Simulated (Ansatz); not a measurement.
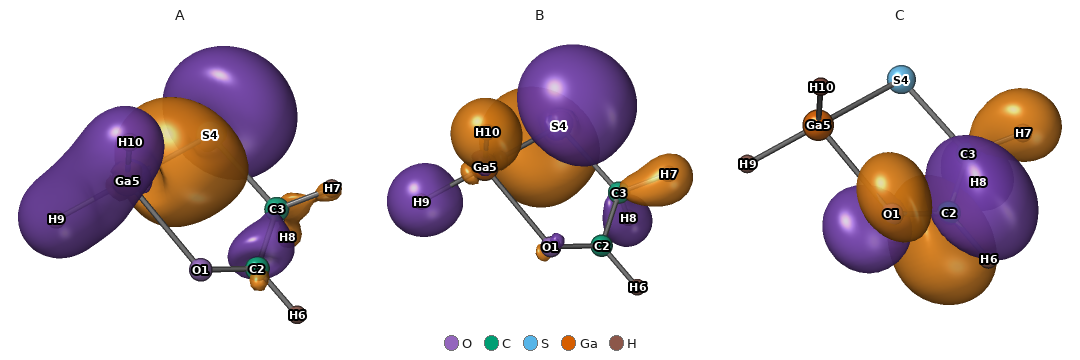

Figure 1: C$_{2}$H$_{5}$GaOS. Three frontier orbitals at ±0.1 Å⁻³ᐟ² (orange and purple are the two phases), in no order.

Geometry: PBE0-D4/def2-TZVP.

Method: Ansatz 0.2.0, RKS PBE0-D4/def2-TZVPP.

```yaml
atoms:
  - { symbol: O, position_ang: [0.1776, 0.7878, 1.0362] }
  - { symbol: C, position_ang: [0.3806, -0.4128, 1.0510] }
  - { symbol: C, position_ang: [0.1843, -1.3130, -0.1022] }
  - { symbol: S, position_ang: [-0.4079, -0.5364, -1.6131] }
  - { symbol: Ga, position_ang: [-0.4933, 1.6056, -0.7686] }
  - { symbol: H, position_ang: [0.7374, -0.8663, 1.9889] }
  - { symbol: H, position_ang: [1.1468, -1.8220, -0.2571] }
  - { symbol: H, position_ang: [-0.4981, -2.1039, 0.2410] }
  - { symbol: H, position_ang: [-1.9261, 2.1228, -0.3980] }
  - { symbol: H, position_ang: [0.6988, 2.5381, -1.1781] }
```

### Which picture is the HOMO−1, the HOMO and the LUMO?

A is the HOMO−1 (−7.76 eV). Its weight (Hirshfeld) is mainly on S4 (about 60 %) and Ga5 (about 20 %). B is the HOMO (−6.42 eV). It lies mainly on S4 (about 70 %) and Ga5 (about 10 %); largely a lone pair of S4. C is the LUMO (−2.23 eV). It lies mainly on C2 (about 45 %), O1 (about 30 %) and C3 (about 10 %); π-antibonding (π*) across C2–O1.

### What is the HOMO–LUMO gap?

4.19 eV between the orbital energies.
